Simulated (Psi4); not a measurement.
# GeH2Br (SMILES [GeH2][Br]) at UB2PLYP/aug-cc-pVDZ (density fitting for correlation)

Aim: the vertical electron affinity of GeH2Br at UB2PLYP/aug-cc-pVDZ (density fitting for correlation), from 2 runs. 

Program for the calculation: Psi4 1.11.

1 further run of the same task is left out (set aside as unsound or not needed).

## (1) The system as given

GeH2Br has 4 atoms, charge 0, and is taken as a doublet. As SMILES, `[GeH2][Br]`. The shape is that of a PBE0-D4/def2-TZVP optimisation.

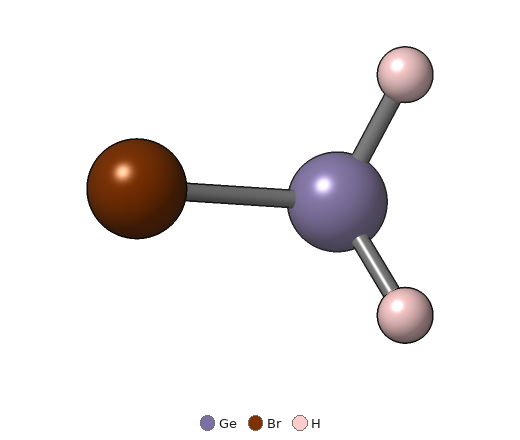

Viewed from a chosen angle; germanium purple, bromine brown, hydrogen pink.

## (2) The energy at UB2PLYP/aug-cc-pVDZ (density fitting for correlation)

Contents of job.py:

```python
import psi4

psi4.set_memory(1600000000)
psi4.set_num_threads(1)
psi4.set_output_file('psi4.out', False)

mol = psi4.geometry("""
0 2
Ge
Br 1 2.308009
H 1 1.545933 2 107.0994
H 1 1.545872 3 111.8313 2 -117.04209
symmetry c1
""")

psi4.set_options({
    'reference': 'uks',
    'puream': True,
    'e_convergence': 1e-09,
    'd_convergence': 1e-08,
    'scf_type': 'pk',
    'dft_radial_points': 99,
    'dft_spherical_points': 590,
    'num_frozen_docc': 18,
    'maxiter': 200,
})

result, w = psi4.energy('b2plyp/aug-cc-pVDZ', return_wfn=True)
print(f'total energy {result:.8f} hartree = {result * 27.211386:.5f} eV')
for k, v in sorted(psi4.core.scalar_variables().items()):
    print(f'{k:45s} {v:18.10f}')
```

Command:

```sh
$ python job.py
```

psi4.out:

```text
[...]
  Running in c1 symmetry.
[...]
  Nuclear repulsion =  290.730324245314250
[...]
  Multiplicity = 2
[...]
  Nalpha       = 35
  Nbeta        = 34
[...]
    Number of basis functions: 90
[...]
   @UKS iter   1: -4650.66678168303406   -4.70748e+00   1.37367e-02 ADIIS/DIIS
[...]
   @UKS iter  13: -4651.37702026935312   -6.36646e-12   4.08742e-09 DIIS
[...]
   @S^2 Observed:                7.532154945E-01
[...]
    Orbital Energies [Eh]
    ---------------------
    Alpha Occupied:
       1A   -485.884814     2A   -401.547714     3A    -63.636595
       4A    -57.260770     5A    -57.259199     6A    -57.258801
       7A    -50.846439     8A    -45.188609     9A    -45.187164
      10A    -45.186091    11A     -9.183166    12A     -6.920857
      13A     -6.913759    14A     -6.912534    15A     -6.681722
      16A     -4.773085    17A     -4.770000    18A     -4.766432
      19A     -2.876186    20A     -2.874044    21A     -2.873177
      22A     -2.866744    23A     -2.866714    24A     -1.444563
      25A     -1.442901    26A     -1.440078    27A     -1.439426
      28A     -1.437343    29A     -0.878989    30A     -0.634087
      31A     -0.439118    32A     -0.419952    33A     -0.371556
      34A     -0.347393    35A     -0.278658
[...]
  @UKS Final Energy: -4651.37702026935312
   => Energetics <=
    Nuclear Repulsion Energy =            290.7303242453142502
    One-Electron Energy =               -7057.1306161086195061
    Two-Electron Energy =                2196.3260849643024812
    DFT Exchange-Correlation Energy =     -81.3028133703511031
    Empirical Dispersion Energy =           0.0000000000000000
    VV10 Nonlocal Energy =                  0.0000000000000000
    Total Energy =                      -4651.3770202693531246
[...]
 Multipole Moments:
 ------------------------------------------------------------------------------------
     Multipole            Electronic (a.u.)      Nuclear  (a.u.)        Total (a.u.)
 ------------------------------------------------------------------------------------
 L = 1.  Multiply by 2.5417464519 to convert [e a0] to [Debye]
 Dipole X            :         -1.3284675            1.3306744            0.0022069
 Dipole Y            :         -0.7653466            0.7665815            0.0012348
 Dipole Z            :          0.9330847           -1.6628449           -0.7297602
 Magnitude           :                                                    0.7297646
[...]
```

The script printed:

```text
total energy -4651.45973400 hartree = -126572.66629 eV
B2PLYP DOUBLE-HYBRID CORRECTION ENERGY             -0.0827137295
B2PLYP TOTAL ENERGY                             -4651.4597339989
CURRENT ENERGY                                  -4651.4597339989
CURRENT REFERENCE ENERGY                        -4651.3770202694
DD SOLVATION ENERGY                                 0.0000000000
DFT FUNCTIONAL TOTAL ENERGY                     -4651.3770202694
DFT TOTAL ENERGY                                -4651.4597339989
DFT VV10 ENERGY                                     0.0000000000
DFT XC ENERGY                                     -81.3028133704
DOUBLE-HYBRID CORRECTION ENERGY                    -0.0827137295
GRID ELECTRONS ALPHA                               35.0000000836
GRID ELECTRONS BETA                                34.0000000344
GRID ELECTRONS TOTAL                               69.0000001179
NUCLEAR REPULSION ENERGY                          290.7303242453
ONE-ELECTRON ENERGY                             -7057.1306161086
PCM POLARIZATION ENERGY                             0.0000000000
PE ENERGY                                           0.0000000000
SCF ITERATION ENERGY                            -4651.3770202694
SCF ITERATIONS                                     13.0000000000
SCF TOTAL ENERGY                                -4651.3770202694
TWO-ELECTRON ENERGY                              2196.3260849643
XC GRID RADIAL POINTS                              99.0000000000
XC GRID SPHERICAL POINTS                          590.0000000000
XC GRID TOTAL POINTS                           226541.0000000000
```

Run time: 26 s. Hardware: 1 thread of Intel Xeon 6975P-C (Granite Rapids), shared host; peak memory 1.1 GiB.

## (3) The singlet anion, same level

Contents of brgeh2.dat:

```
memory 1600 MB

molecule {
  -1 1
  Ge
  Br 1 2.308009
  H 1 1.545933 2 107.0994
  H 1 1.545872 3 111.8313 2 -117.04209
  units angstrom
  symmetry c1
  no_reorient
  no_com
}

set basis aug-cc-pVDZ
set reference rks
set puream true
set e_convergence 1e-09
set d_convergence 1e-08
set scf_type pk
set dft_radial_points 99
set dft_spherical_points 590
set num_frozen_docc 18

energy("b2plyp")
```

Command:

```sh
$ psi4 brgeh2.dat brgeh2.out -n 1
```

brgeh2.out:

```text
[...]
  Running in c1 symmetry.
[...]
  Nuclear repulsion =  290.730324245314250
[...]
  Multiplicity = 1
[...]
  Nalpha       = 35
  Nbeta        = 35
[...]
    Number of basis functions: 90
[...]
   @RKS iter   1: -4650.48950182971294   -4.53020e+00   1.48006e-02 ADIIS/DIIS
[...]
   @RKS iter  13: -4651.42366174384733   -3.63798e-12   3.48917e-09 DIIS
[...]
    Orbital Energies [Eh]
    ---------------------
    Doubly Occupied:
       1A   -485.687001     2A   -401.291676     3A    -63.439277
       4A    -57.062979     5A    -57.061832     6A    -57.061692
       7A    -50.591630     8A    -44.933052     9A    -44.931741
      10A    -44.931715    11A     -8.986007    12A     -6.722574
      13A     -6.716912    14A     -6.716329    15A     -6.425781
      16A     -4.517651    17A     -4.512954    18A     -4.510214
      19A     -2.678169    20A     -2.676370    21A     -2.675866
      22A     -2.670789    23A     -2.670774    24A     -1.190695
      25A     -1.188262    26A     -1.184805    27A     -1.181614
      28A     -1.179965    29A     -0.680802    30A     -0.396917
      31A     -0.218503    32A     -0.212601    33A     -0.173871
      34A     -0.154880    35A     -0.015070
[...]
  @RKS Final Energy: -4651.42366174384733
   => Energetics <=
    Nuclear Repulsion Energy =            290.7303242453142502
    One-Electron Energy =               -7072.4523442033532774
    Two-Electron Energy =                2211.7112325928560495
    DFT Exchange-Correlation Energy =     -81.4128743786642275
    Empirical Dispersion Energy =           0.0000000000000000
    VV10 Nonlocal Energy =                  0.0000000000000000
    Total Energy =                      -4651.4236617438473331
[...]
 Multipole Moments:
 ------------------------------------------------------------------------------------
     Multipole            Electronic (a.u.)      Nuclear  (a.u.)        Total (a.u.)
 ------------------------------------------------------------------------------------
 L = 1.  Multiply by 2.5417464519 to convert [e a0] to [Debye]
 Dipole X            :         -1.1336167            1.3306744            0.1970576
 Dipole Y            :         -0.6531419            0.7665815            0.1134396
 Dipole Z            :          2.5927701           -1.6628449            0.9299252
 Magnitude           :                                                    0.9573198
[...]
```

Run time: 23 s. Hardware: 1 thread of Intel Xeon 6975P-C (Granite Rapids), shared host; peak memory 1.1 GiB.

## (4) Summary of results

Level: UB2PLYP/aug-cc-pVDZ (density fitting for correlation), 18 core orbitals frozen.

```
                                                                quantity           value
                                            doublet GeH2Br: total energy  -4651.45973 Eh
doublet GeH2Br: HOMO energy (SCF part's orbitals) (highest over α and β)        -7.58 eV
 doublet GeH2Br: LUMO energy (SCF part's orbitals) (lowest over α and β)        -2.22 eV
                                                    doublet GeH2Br: ⟨S²⟩           0.753
                                             singlet anion: total energy  -4651.51565 Eh
                        singlet anion: HOMO energy (SCF part's orbitals)        -0.41 eV
                        singlet anion: LUMO energy (SCF part's orbitals)         3.72 eV
    singlet anion: HOMO–LUMO gap (to an unbound level, set by the basis)         4.13 eV
                       vertical electron affinity (to the singlet anion)        1.521 eV
```

In words: At fixed nuclei the extra electron is bound by 1.52 eV (35 kcal/mol).
